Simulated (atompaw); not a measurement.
# A PAW (atompaw) potential for gallium, from input to tests

Task: generate the file, and judge it by its logarithmic derivatives, its ghosts and its cutoff.

The numbers are computed with atompaw 4.2.0.5 (PBEsol, scalar-relativistic, spin-unpolarised reference atom).

## (1) The atom and the settings

The settings as typed:

| Item | Value |
| --- | --- |
| element | gallium (Ga, Z = 31) |
| type | PAW |
| frozen core | [Ne] |
| valence charge | 21 |
| reference configuration | 3s2 3p6 3d10 4s1 4p2 |
| partial waves | 3s (bound): rc 0.70 bohr; 4s (bound): rc 1.15 bohr; 3p (bound): rc 1.05 bohr; 4p (bound): rc 1.15 bohr; 3d (bound): rc 1.15 bohr; 3d channel at -0.65 Ry: rc 1.15 bohr |
| local potential | troulliermartins scheme with l = 3 at -0.5 Ry, radius 1.15 bohr |
| core correction | smooth core density matched at 1.00 bohr |
| augmentation charge | sinc compensation charge, radius 1.15 bohr; PAW radius 1.15 bohr; waves and projectors: modrrkj vanderbiltortho |

The nodes and maxima of the atom's own shells, from an earlier all-electron run, set the scale for the radii.

All-electron outer shells of the reference configuration (PBEsol, scalar-relativistic, ld1.x):

| shell | level (eV) | outermost node (bohr) | outermost maximum (bohr) |
| --- | --- | --- | --- |
| 2s | -1263.07 | 0.07 | 0.18 |
| 2p | -1100.09 | – | 0.15 |
| 3s | -149.72 | 0.27 | 0.56 |
| 3p | -100.62 | 0.24 | 0.56 |
| 3d | -21.05 | – | 0.53 |
| 4s | -10.06 | 0.81 | 1.87 |
| 4p | -3.35 | 0.87 | 2.47 |

## (2) Generation

File Ga.input:

```
Ga 31
GGA-PBESOL scalarrelativistic loggrid 1500 logderivrange -13 5 451
4 4 3 0 0 0
4 0 1
4 1 2
0 0 0
c
c
v
v
c
v
v
v
2
1.15 1.15 1.15 1.00
n
n
y
-0.65
n
modrrkj vanderbiltortho sinc
3 -0.5 troulliermartins
0.70
1.15
1.05
1.15
1.15
1.15
PWSCFOUT
UPFDX 0.0125d0 UPFXMIN -7.d0 UPFZMESH 31.d0
END
```

Run with:

```console
$ atompaw < Ga.input > Ga.log
```

Output in the file Ga (summary file):

```text
 Completed calculations for Ga (AE)

 Exchange-correlation type: GGA, Perdew-Burke-Ernzerhof modified (PBEsol)

 Radial integration grid is logarithmic 
 r0 =   2.7104631E-04 h =   8.4024356E-03   n =      1500 rmax =   8.0000000E+01

 Scalar relativistic calculation

 AEatom converged in  43 iterations
   nz     =  31.00
   delta  =       8.464451405110E-15

 All Electron Orbital energies:         
  n  l      occupancy      energy
  1  0      2.0000000E+00 -7.5138266E+02
  2  0      2.0000000E+00 -9.2833898E+01
  3  0      2.0000000E+00 -1.1004059E+01
  4  0      1.0000000E+00 -7.3920686E-01
  2  1      6.0000000E+00 -8.0855258E+01
  3  1      6.0000000E+00 -7.3955079E+00
  4  1      2.0000000E+00 -2.4655090E-01
  3  2      1.0000000E+01 -1.5468537E+00

 Total energy
   Total                    :    -3884.43664219298762

 ---
 Completed calculations for Ga (SC)

 Exchange-correlation type: GGA, Perdew-Burke-Ernzerhof modified (PBEsol)

 Radial integration grid is logarithmic 
 r0 =   2.7104631E-04 h =   8.4024356E-03   n =      1500 rmax =   8.0000000E+01

 Scalar relativistic calculation

 SCatom converged in   4 iterations
   nz     =  31.00
   delta  =       4.161020403033E-15

 Valence Electron Orbital energies:         
  n  l      occupancy      energy
   3  0      2.0000000E+00 -1.1004059E+01
   4  0      1.0000000E+00 -7.3920686E-01
   3  1      6.0000000E+00 -7.3955079E+00
   4  1      2.0000000E+00 -2.4655090E-01
   3  2      1.0000000E+01 -1.5468537E+00

 Total energy
   Total                    :    -3884.43664219911807
   Valence                  :     -614.67270930155246

 PAW parameters: 
       lmax =            2
         rc =    1.1583175112269248     
        irc =          996
   rc_shape =    1.1583175112269248     
    rc_vloc =    1.1583175112269248     
    rc_core =    1.0040995762235418     
   Vloc: Norm-conserving Troullier-Martins with l= 3;e=  -5.0000E-01
   Projector type: modified RKKJ projectors + Vanderbilt ortho.
   Sinc^2 compensation charge shape zeroed at rc

 Number of basis functions     6
 No.   n  nodes  l      Energy         Cp coeff         Occ
  1    3    2    0   -0.1100406E+02 -0.7663325E+00  0.2000000E+01
  2    4    3    0   -0.7392069E+00 -0.1098632E+02  0.1000000E+01
  3    3    1    1   -0.7395508E+01  0.6417397E-01  0.6000000E+01
  4    4    2    1   -0.2465509E+00  0.5279416E+01  0.2000000E+01
  5    3    0    2   -0.1546854E+01  0.7399038E+00  0.1000000E+02
  6  999    1    2   -0.6500000E+00  0.1325060E-01  0.0000000E+00

 Eigenvalues of overlap operator (in the basis of projectors):
    1        1.65158602E-03
    2        7.45642566E-01
    3        1.53205431E+00
    4        1.09468563E+01
    5        6.42246451E+01
    6        2.46495268E+03

 Orbital leakage outside PAW augmentation regions
   orb  is_core?  %out_of_sphere
   1 0    T          -0.00
   2 0    T           0.00
   3 0    F           3.71
   4 0    F          94.20
   2 1    T           0.00
   3 1    F           6.01
   4 1    F          97.73
   3 2    F          17.61

 Summary of PAW energies
   Total valence energy     :   -614.67291095487849
   Smooth energy            :    106.00275300887589
   One center               :   -720.67566396375435
   Smooth kinetic           :    121.85869576951526
   Vloc energy              :    -41.05650976866249
   Smooth exch-corr         :    -24.45575245230279
   One-center xc            :   -123.34839569204127
```

Wall time 13 s (1 thread of Intel Xeon Platinum 8259CL at 2.50GHz, shared host).

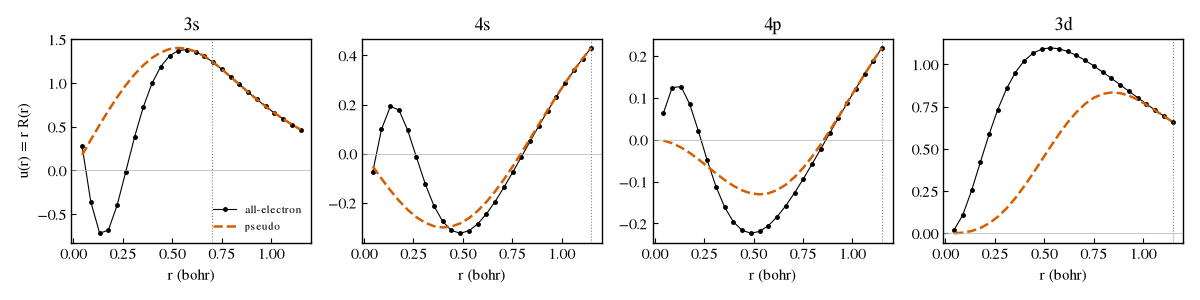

Bound waves of the atom and their pseudo partners (3s, 4s, 4p, 3d), with the matching radii dotted. The curves join 26 sampled radii, too few to resolve the innermost nodes.

## (3) Logarithmic derivatives

Taken from the files of the generation run. The phase is arctan(r·u′/u) with u = r·R, unwrapped, with energies in Ry. A pole is an energy at which the radial function vanishes at the test radius. The pseudo phase is shifted by a multiple of π to meet the all-electron one at the reference energy. Levels narrower than the energy grid can be missing from the poles. The last column is the largest difference on the grid between −1 and +1 Ry.

| channel | radius (bohr) | reference (Ry) | poles AE | poles PS | window around the reference with phases within 0.05 rad (Ry) | largest difference near zero (rad) |
| --- | --- | --- | --- | --- | --- | --- |
| s | 1.16 | -0.74 | -9.71 | -9.72 | the whole range | 0.000 |
| p | 1.16 | -0.25 | -5.82 | -5.82 | the whole range | 0.000 |
| d | 1.16 | -1.55 | 0.45 | 0.45 | the whole range | 0.000 |

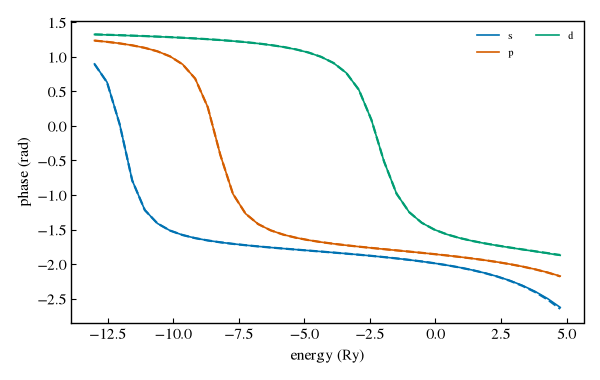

Phases by channel: all-electron solid, pseudo dashed.

## (4) Plane-wave convergence, by spherical Bessel functions

A separate test, outside the generator: the pseudo-atom's Hamiltonian at the reference potential is diagonalised in spherical Bessel functions j_l(qr) that vanish at 20 bohr, with q² up to the cutoff.

All-electron valence levels (Ry): 3s -11.0041, 4s -0.7392, 3p -7.3955, 4p -0.2466, 3d -1.5469. The lowest levels of each channel (Ry) by cutoff; the last column sums, over occupied levels, occupation times the distance from the level at 400 Ry. A positive value at high cutoff is not a bound level.

```tsv
cutoff (Ry)	s #1	s #2	p #1	p #2	d #1	f #1	Σ f·Δε (mRy)
8	-7.4924	-0.4360	-1.4562	-0.0315	0.0426	0.1039	59287.5
18	-10.3288	-0.6786	-3.9543	-0.1239	-0.4984	0.1039	32788.6
30	-10.9130	-0.7334	-6.5144	-0.2160	-1.1965	0.1039	9040.0
50	-10.9741	-0.7390	-7.3629	-0.2456	-1.5184	0.1039	542.0
70	-10.9870	-0.7391	-7.3926	-0.2465	-1.5445	0.1039	75.2
110	-11.0026	-0.7392	-7.3951	-0.2465	-1.5465	0.1039	9.1
160	-11.0032	-0.7392	-7.3954	-0.2465	-1.5467	0.1039	4.1
200	-11.0038	-0.7392	-7.3955	-0.2465	-1.5469	0.1039	1.0
260	-11.0039	-0.7392	-7.3955	-0.2465	-1.5469	0.1039	0.4
400	-11.0040	-0.7392	-7.3955	-0.2465	-1.5469	0.1039	0.0
```

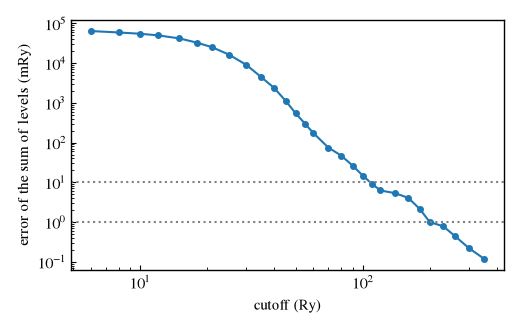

Occupation-weighted error of the valence levels against the cutoff; the dotted lines mark 10 and 1 mRy.

The sum stays within 10 mRy from 110 Ry and within 1 mRy from 200 Ry. The sum leaves out empty levels, which can need more. Ghost test: no level below the all-electron spectrum of its channel (s, p, d, f tested).

## (5) Results

```
                                                quantity                                      value
               cutoffs for 10 and 1 mRy, occupied levels                          110 Ry and 200 Ry
                                            bound ghosts                                 none found
largest phase difference near zero energy, channels read                                  0.000 rad
         lowest eigenvalue of the overlap (Bessel basis)                                  0.002 (d)
        share of valence orbitals outside the PAW sphere  3s 4 %, 4s 94 %, 3p 6 %, 4p 98 %, 3d 18 %
                                                UPF file                                    written
```

In words: The overlap operator is nearly singular (0.002). It counts as hard, with 110 Ry needed at the looser tolerance. The slowest occupied level is 3s: taken alone it needs 140 Ry to come within 1 mRy, against 100 Ry for 3p. The Bessel-basis test finds no level below the valence levels. Near zero energy the phases of the channels with partial waves agree within 0.001 rad.
